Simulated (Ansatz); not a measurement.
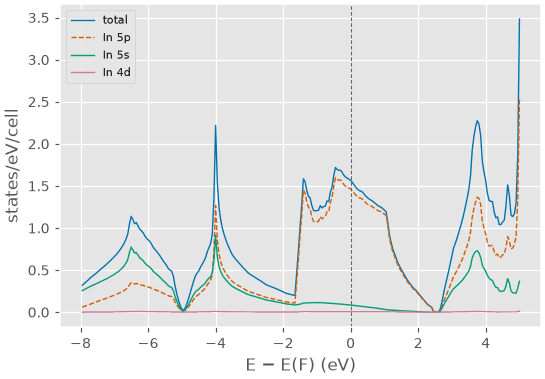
Total and projected density of states of In (diamond, Fd-3m), r²SCAN in the plane-wave PAW code Ansatz

Task: Which orbitals carry the states next to the Fermi level?

Result: Within 0.5 eV of the Fermi level: In 5p 93 %, In 5s 5 %. Projections are on Löwdin-orthogonalised atomic valence shells; empty p or d shells of many metals are not among them.

Task: Where is the tallest occupied peak in this window, and what makes it?

Result: Near -4.0 eV, about 2.2 states/eV per cell; the largest projected share is In 5p.

The start of the workflow was typed in or built on a structure type; neither database checked (COD, Materials Project) lists it. It is not the phase usual at ambient conditions (space group No. 139). The cell was relaxed with r²SCAN under the symmetry of its start. At this level the phase is mechanically unstable. Scalar-relativistic: spin–orbit coupling is off unless named, which matters more the heavier the elements.

Potentials: the later of the program's two PAW sets.
